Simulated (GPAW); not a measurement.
# Polarising OH/Cu(110) with a field along the normal

The dipole of the cell at several fields, atoms fixed. What does the strongest field give, and what length does the slope stand for?

How it was computed: GPAW 26.7.0, plane waves (500 eV), PAW setups, PBE, 9×12 mesh, a dipole layer in the vacuum; geometry relaxed without an applied field with GPAW. The cell's area is 9.22 Å², and e/ε0 = 180.95 V Å.

The runs, one held back:

| field (V/Å) | dipole (e Å) |
| --- | --- |
| −0.2 | −0.0292 |
| −0.1 | 0.0173 |
| −0.05 | 0.0407 |
| 0.05 | 0.0871 |
| 0.1 | 0.1103 |
| 0.2 | 0.1568 |
| 0.3 | ? |

**Question.** What is the dipole at 0.3 V/Å?

Worked answer. A line through the 6 points has the slope α = 0.465 e Å per V/Å and the intercept p₀ = 0.0638 e Å (r.m.s. residual 5.5e−05). At 0.3 V/Å it gives p = 0.0638 + 0.465 × 0.3 = 0.2033 e Å; the run gives 0.2033 e Å, so the response stays linear to 0.0 % of the induced part. Dividing by ε0 and the area: α/(ε0 A) = 0.465 × 180.95 / 9.22 = 9.13 Å, against 7.57 Å between the outer nuclei.

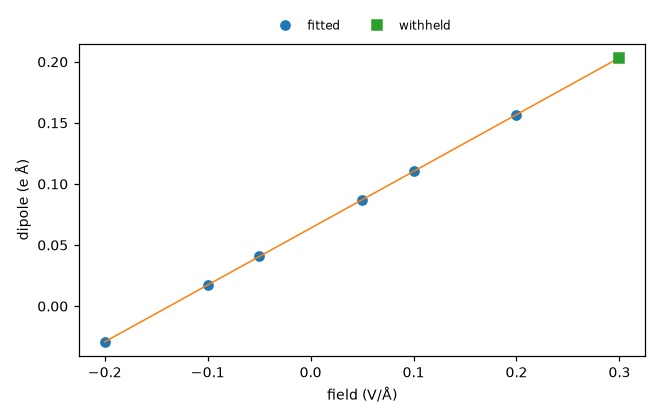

The line and the withheld run.

**Limits.** This is the electronic response alone; ions that move would add to it in polar layers. No run was spin-polarised, so magnetic states weren't tested.
